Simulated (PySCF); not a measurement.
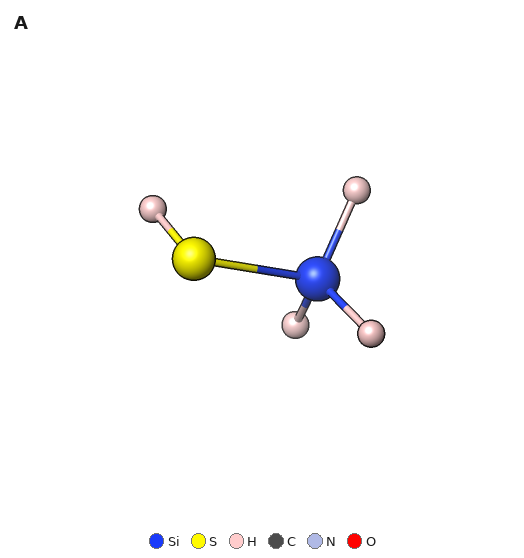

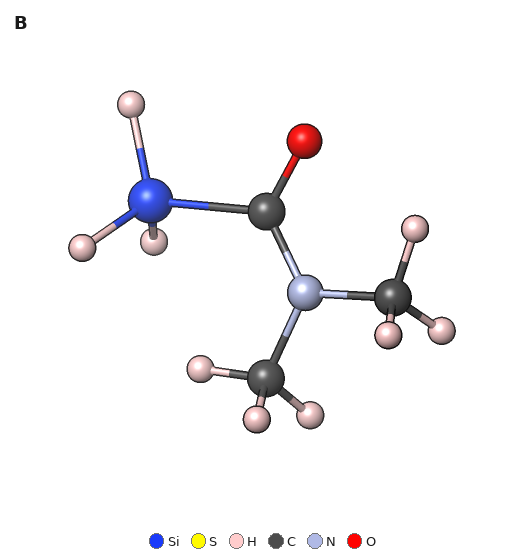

Two related species, optimised with GFN2-xTB; properties computed with PySCF 2.14.0. Both: charge 0, singlet.

**What are A and B?**

A is H4SSi ([SiH3]S), B is C3H9NOSi (CN(C)C(=O)[SiH3]).

Compare them. With PBE0/def2-SVPD: dipole moment (D), HOMO–LUMO gap (eV), HOMO energy (Kohn–Sham orbital) (eV), lowest vertical singlet excitation (eV), mean static polarisability (bohr³). With PBE0/pcSseg-1: shielding of Si (ppm), Hirshfeld charge of Si (e), IAO charge of Si (e). With GFN2-xTB: mean Si–H length (Å).

```tsv
quantity	A	B
dipole moment (D)	1.36	3.75
HOMO–LUMO gap (eV)	7.20	6.80
HOMO energy (Kohn–Sham orbital) (eV)	−7.39	−6.96
lowest vertical singlet excitation (eV)	5.85	4.83
mean static polarisability (bohr³)	49.9	77.8
shielding of Si (ppm)	409.4	435.9
Hirshfeld charge of Si (e)	0.31	0.31
IAO charge of Si (e)	0.56	0.54
mean Si–H length (Å)	1.455	1.463
```

Each is one conformer, and no frequency run is at hand to confirm it as a minimum.

The geometry is semi-empirical. Around Si such bond lengths and angles can be off by a tenth of an ångström or more and by several degrees, and values that hang on the shape move with them.
